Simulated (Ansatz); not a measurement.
```xyz
13

C    -2.7088   -0.7355   -0.1349
Al   -0.9298   -0.4790    0.6973
C     0.7442   -0.8813   -0.2956
S     0.9319    0.9319   -0.9773
Al    2.7949    1.8272   -0.0739
H    -2.9043   -1.7888   -0.3271
H    -2.7645   -0.2209   -1.0911
H    -3.5078   -0.3585    0.4957
H    -0.7227    0.0800    2.1879
H     0.6914   -1.5137   -1.1674
H     1.6189   -1.1294    0.2872
H     3.6895    0.8874    0.8484
H     3.0873    3.3459   -0.4344
```

Theory: RHF/6-31G in Ansatz.

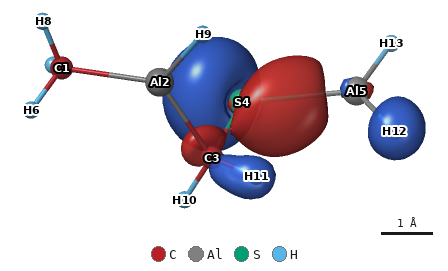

C2H8Al2S. The HOMO−1 at ±0.15 Å⁻³ᐟ² (blue and red are the two phases), seen at a tilt.

Describe this orbital and give its energy.

Answer. It lies mainly on S4 (about 65 %), Al5 (about 15 %) and H12 (about 5 %); largely a lone pair of S4. Its energy is −10.63 eV.
